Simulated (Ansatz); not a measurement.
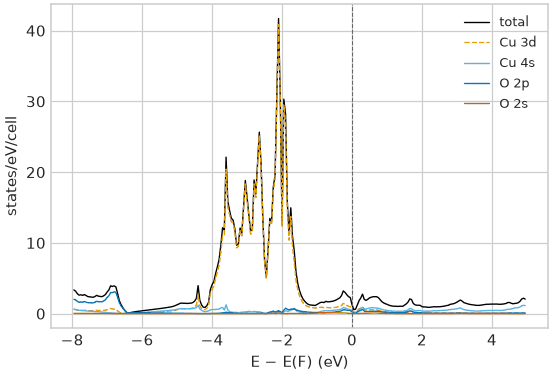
Fig. 1. Total and projected density of states of Cu$_{4}$O in space group Pm-3m (No. 221; Cu on 1a, Cu on 3c, O on 1b), DFT-PBE in the program Ansatz with PAW potentials

**Question.** Which orbitals carry the states next to the Fermi level?

**Answer.** Within 0.5 eV of the Fermi level: Cu 3d 39 %, Cu 4s 29 %, O 2p 17 %, outside the projected shells 11 %. Projections are on Löwdin-orthogonalised atomic valence shells; empty p or d shells of many metals are not among them.

**Question.** Where is the tallest occupied peak in this window, and what makes it?

**Answer.** Near -2.1 eV, about 42 states/eV per cell; the largest projected share is Cu 3d.

The start of the workflow was typed in or built on a structure type; neither database checked (COD, Materials Project) lists it. Its standing as an ambient phase is unchecked. Symmetry was held in the PBE relaxation; whether a distortion lowers the energy is not shown. The workflow began spin-polarised and lost its moments. The volume moved by 23 % from the start of the relaxation. No Hubbard U is applied. The compound may be a true metal, but semilocal functionals without U, or a wrong spin order, can also close a gap.

Potentials: the earlier of the program's two PAW sets.
